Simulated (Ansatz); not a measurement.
**Effect of W on a Te site, symmetric start on BeTe**

Start from an 8-atom supercell of BeTe in the zinc blende structure (space group F-43m, No. 216; a = 5.657 Å) at its relaxed geometry.

Now apply this change: a neutral W on a Te site, symmetric start, atoms relaxed at fixed cell.

Computed with Kohn–Sham DFT with the r2SCAN functional, run in Ansatz (an electronic-structure program) with PAW and 500 eV plane waves, without spin-orbit coupling. k-mesh 4×4×4 (Γ-centred); smearing 0.01 eV (Fermi–Dirac).

```csv
quantity,base,changed,shift
energy gained by relaxation,–,0.03 eV,–
largest displacement of a host atom from its site in the perfect cell,–,0.04 Å,–
mean distance from the defect site to its nearest host atoms,2.45 Å,2.49 Å,+0.04 Å
```

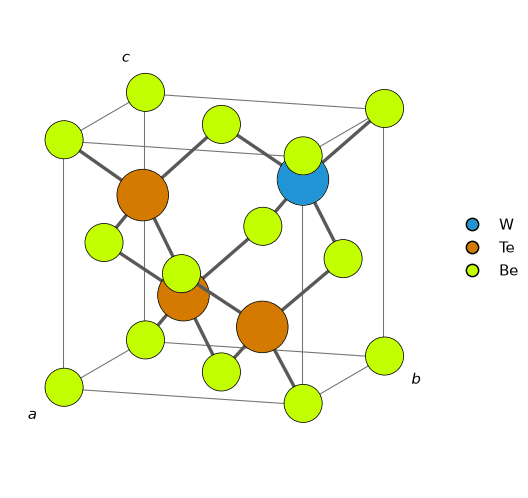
*The relaxed cell after the change*

Other magnetic orders, which the real material may have, were not ruled out. In so small a cell the defect repeats every few ångströms: this is an ordered compound, not a dilute defect. A case with no gap was solved on a k-mesh chosen for an insulator, which is coarse for it. The defect started on the symmetric site and kept its symmetry, so it may sit on a saddle. The defect cell is spin-polarised and ends with 4.0 μB.
